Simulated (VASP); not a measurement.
Band structure of TaN (space group P6/mmm). Computed with PBEsol GGA, VASP's PBE PAW potentials (set 64) (plane waves; VASP).

Unless said otherwise, spin-orbit coupling is left out, though it shifts the bands of the heavy elements here.

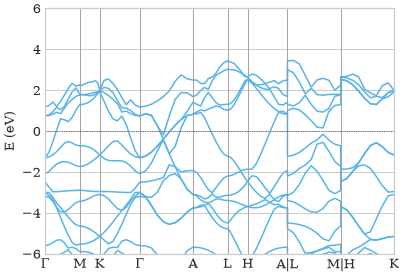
Fig. 1. Bands along high-symmetry lines, zero at the valence-band maximum or, without a gap, the Fermi level

Q: Read the plot: is there a gap, and where are the band edges?

A: It has no gap at this level: it comes out as a metal or semimetal. (Edges off the drawn lines would not show.)

The structure comes from a measured TaN entry (P6/mmm) of the Crystallography Open Database, whose conditions weren't checked. It was relaxed first.
